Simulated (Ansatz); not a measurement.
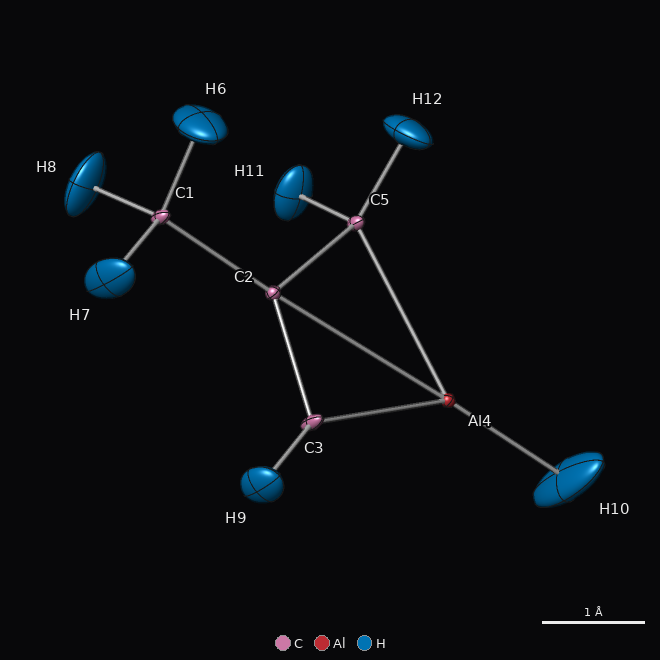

Displacement ellipsoids at the 50 % level, from the internal vibrations of the free molecule (harmonic, no overall translation or rotation; no half-axis is drawn under 0.075 Å). Vibrations computed with RKS PBE0-D4/def2-TZVP (Ansatz 0.2.0). Temperature: 100 K.

Give the displacement parameters, one line for each set of equivalent atoms.

```tsv
atom	U_eq (Å²)	rms amplitudes (Å)
C1	0.0031	0.035, 0.040, 0.080
C2	0.0019	0.034, 0.037, 0.055
C3	0.0043	0.035, 0.037, 0.101
Al4	0.0011	0.020, 0.029, 0.045
C5	0.0028	0.038, 0.040, 0.073
H6, H8	0.0280	0.088, 0.159, 0.225
H7	0.0238	0.079, 0.133, 0.217
H9	0.0174	0.079, 0.131, 0.170
H10	0.0507	0.096, 0.166, 0.339
H11, H12	0.0214	0.087, 0.134, 0.196
```
